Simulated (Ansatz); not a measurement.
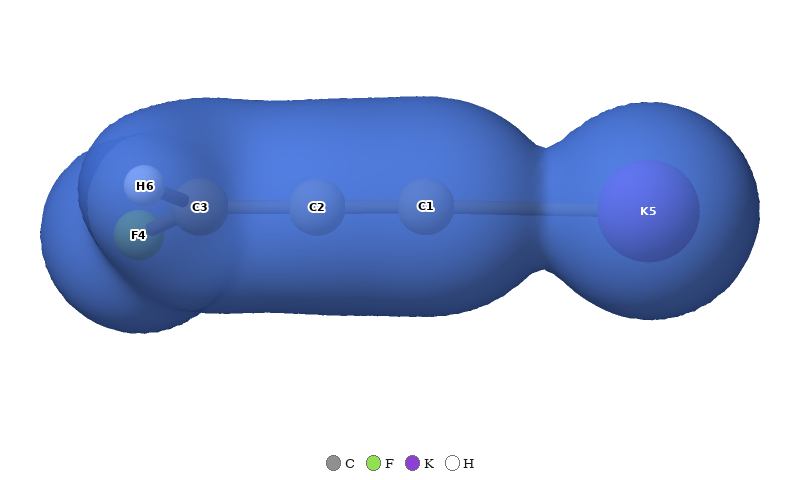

Figure. C3HFK (SMILES FC=C=[C][K]) (doublet). Isosurface of the total electron density at 0.1 e/Å³ (blue), seen from one side.

Geometry: r2SCAN-D4/def2-SVP.

Computed with isolated molecule in a Gaussian basis; Kohn-Sham density functional theory, functional PBE0 in Ansatz 0.2.0.

Input file:

```
crystal:
  periodic: [false, false, false]
  atoms:
    - {symbol: C, position_ang: [-1.112920, 2.004171, 0.414953]}
    - {symbol: C, position_ang: [0.022445, 2.363095, -0.016639]}
    - {symbol: C, position_ang: [1.248522, 2.773074, -0.453334]}
    - {symbol: F, position_ang: [1.810443, 2.253590, -1.579400]}
    - {symbol: K, position_ang: [-3.454225, 1.111210, 1.107653]}
    - {symbol: H, position_ang: [1.892120, 3.522921, 0.016855]}
basis:
  gaussian:
    orbitals: def2-TZVPD
magnetization:
  spin_polarized: true
  initial_magnetization: 1
hamiltonian:
  xc: {name: PBE0}
output: {forces: true, orbitals: {seedname: orbitals}}
```

Command:

```sh
ansatz run input.yaml --threads 2 --pin off --max-ram 4350MiB --events-out events.jsonl --progress --plain --runs-dir runs
```

### How is the density connected at this value?

At this value the surface is in one piece. It bridges the sampled C–C (1.27 Å), C–F (1.36 Å), C–K (2.60 Å) and C–H (1.09 Å) contacts, where the density stays above the isovalue. On the grid the lowest density along these lines, outside the cores, is 2.6 e/Å³ (C–C, 1.27 Å), 1.7 e/Å³ (C–F, 1.36 Å), 0.21 e/Å³ (C–K, 2.60 Å) and 1.9 e/Å³ (C–H, 1.09 Å).
